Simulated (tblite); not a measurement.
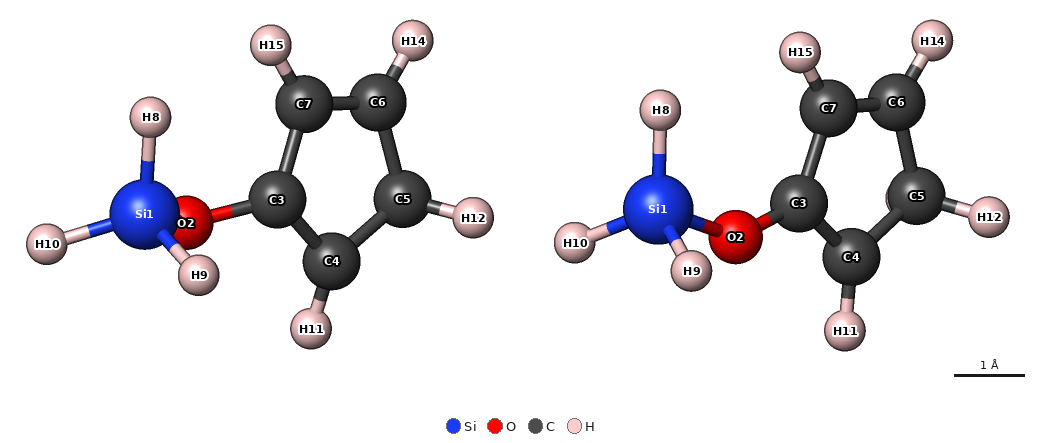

Two geometries of C₅H₈OSi (charge +1, multiplicity 2), drawn at one scale. One is the start of a relaxation, the other its converged end. Style: ball-and-stick. Shown from a free direction.

Level of theory: GFN2-xTB geometry optimisation, gas phase (tblite 0.8.0). 

Which of the two is the end point?

The right one is the relaxed one. The atom that moves furthest after the best rigid fit is the O atom (0.72 Å). Largest moves by element: O 0.72 Å, H 0.56 Å, Si 0.19 Å, C 0.18 Å. Near-neighbour distances that change, for instance: C–O 1.368 → 1.291 Å, C–C 1.454 → 1.405 Å, C–C 1.509 → 1.468 Å, H–Si 1.487 → 1.463 Å. Bond angles that change, for instance: Si–O–C 117.6° → 143.6°, O–Si–H 110.3° → 98.4°, O–Si–H 109.2° → 98.5°. Groups turn about O–Si by about 60°. Over 68 geometry steps the energy falls by 105.2 kJ/mol. The run took 0.46 s on 1 thread of Arm Neoverse V1, on a shared host.
